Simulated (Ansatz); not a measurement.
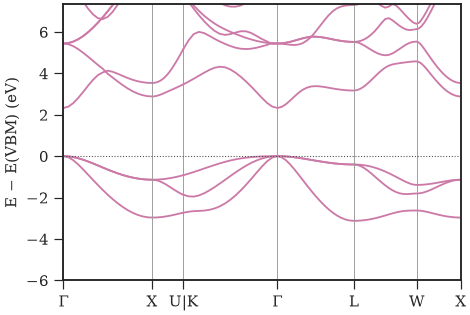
Band structure from plane-wave PAW PBE (Ansatz code)

Read off the gap and where the band edges lie.

About 2.3 eV (2.33 eV by a search for the band edges); maximum at Γ, minimum at Γ.

Pick the material that matches.
A) CdTe, zinc blende
B) PbSe, zinc blende
C) InP, zinc blende
D) MgTe, zinc blende

D, MgTe, zinc blende

Space group F-43m (zinc blende). Symmetry was held in the PBE relaxation. Spin–orbit coupling is left out wherever it is not named.

Potentials: the later of the program's two PAW sets.
